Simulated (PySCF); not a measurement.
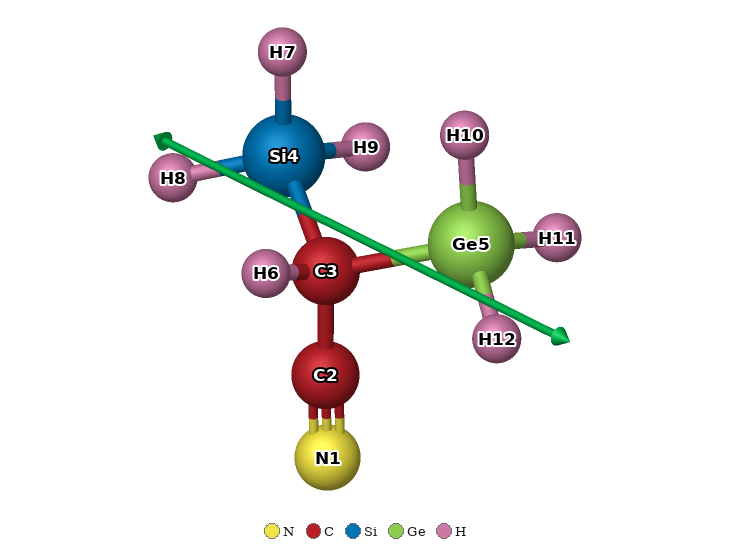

The double arrow shows the direction of the transition dipole to excited singlet state 6 (its length means nothing). The geometry was computed by an optimisation with PBE0-D3(BJ)/def2-SVP. No frequency run is at hand to confirm it as a minimum. Method: TDDFT PBE0/aug-cc-pVDZ, vertical, gas phase, core orbitals frozen in the response (PySCF 2.14.0).

> Where does the transition lie, and how strong is it?

7.48 eV (166 nm), oscillator strength 0.096, of mixed character, with the largest part HOMO → LUMO+3 (weight 0.40); transition dipole 1.83 D.
